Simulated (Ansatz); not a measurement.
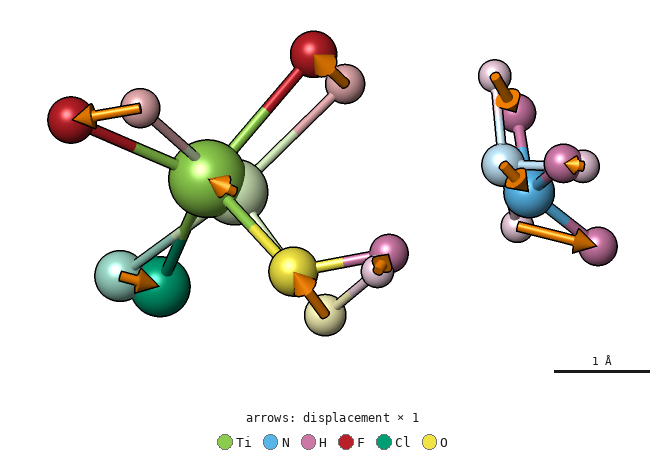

A relaxation of TiNH₄OClF₂. The starting structure is drawn faded, the final one solid; orange arrows show the displacements, at their true length. The two geometries are superimposed by the best rigid fit.

The picture is a ball-and-stick view, seen at a tilt.

The run prepares an end point of a later path (reaction) calculation, from a guessed geometry.

These are results of Ansatz, RKS B3LYP-D4/def2-SVP, not measurements.

Input
```yaml
crystal:
  periodic: [false, false, false]
  atoms:
    - { symbol: Ti, position_ang: [0.081696, 0.660134, -0.505909] }
    - { symbol: "N", position_ang: [0.572561, 0.19199, 2.695138] }
    - { symbol: H, position_ang: [0.117552, -0.686012, 2.437877] }
    - { symbol: H, position_ang: [0.81828, 0.139429, 3.684507] }
    - { symbol: F, position_ang: [1.362858, -0.365282, -1.083157] }
    - { symbol: Cl, position_ang: [-0.880452, 1.731507, -2.160955] }
    - { symbol: F, position_ang: [-1.075222, -0.375267, 0.310223] }
    - { symbol: O, position_ang: [0.740555, 1.838848, 0.745355] }
    - { symbol: H, position_ang: [1.138618, 1.298088, 1.484891] }
    - { symbol: H, position_ang: [-0.145044, 0.934865, 2.58053] }
basis:
  gaussian: { orbitals: def2-SVP }
hamiltonian:
  xc: b3lyp
  dispersion: d4
relax:
  f_tol: 0.03
  max_steps: 50
output:
  orbitals: {}
```

Command:
```bash
ansatz run input.yaml --threads 4 --pin off --max-ram 5120MiB --backend cpu --events-out ev --progress --plain --runs-dir out
```

What did the optimiser do to the structure, and how much energy did it gain?

After 13 geometry steps the energy has fallen by 12.4 kcal/mol. Largest force component: 2 eV/Å at the start, 0.016 eV/Å at the end. The largest move after the best rigid fit is that of H10, 0.88 Å. By element the largest moves are H 0.88 Å, F 0.76 Å, O 0.67 Å, N 0.47 Å, Cl 0.44 Å, Ti 0.35 Å. Near-neighbour distances that change, for instance: Ti1–N2 3.272 → 3.603 Å, Ti1–O8 1.841 → 1.726 Å, O8–H9 0.999 → 1.035 Å, Ti1–Cl6 2.194 → 2.219 Å. Bond angles that change, for instance: Ti1–O8–H9 107.4° → 119.7°, F7–Ti1–O8 107.3° → 103.3°, F5–Ti1–F7 107.0° → 111.0°. Groups turn about Ti1–O8 by about 70°.
